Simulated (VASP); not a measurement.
Data:

```
CELL_PARAMETERS angstrom
     -3.47772     3.47772     3.47772
      3.47772    -3.47772     3.47772
      3.47772     3.47772    -3.47772
ATOMIC_POSITIONS crystal
  Ge 0.50000 0.00000 0.79863
  Ge 0.50000 0.00000 0.20137
  Ge 0.70137 0.70137 0.70137
  Ge 0.29863 0.29863 0.29863
  Ge 0.00000 0.79863 0.50000
  Ge 0.00000 0.20137 0.50000
  Ge 0.79863 0.50000 0.00000
  Ge 0.20137 0.50000 0.00000
```

Calculation: r2SCAN meta-GGA, VASP's PBE PAW potentials (set 64) (plane waves; VASP). Run with 400 eV cut-off, 7×7×7 Γ-centred mesh, tetrahedra with Blöchl corrections, potentials Ge_d.

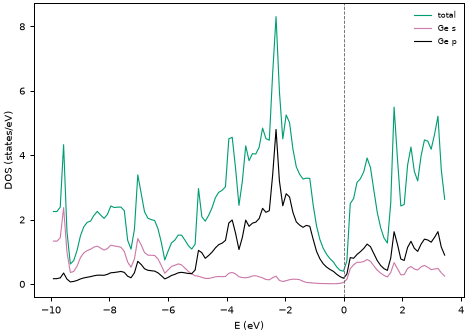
Figure. Total and projected density of states, zero at the Fermi level

Within 2 eV below the Fermi level the largest weight inside VASP's projection spheres is Ge p.

It has no gap at this level: it comes out as a metal or semimetal.

The structure comes from a computed database's Ge entry (Ia-3); how it stands against other phases isn't given here. It was relaxed first.
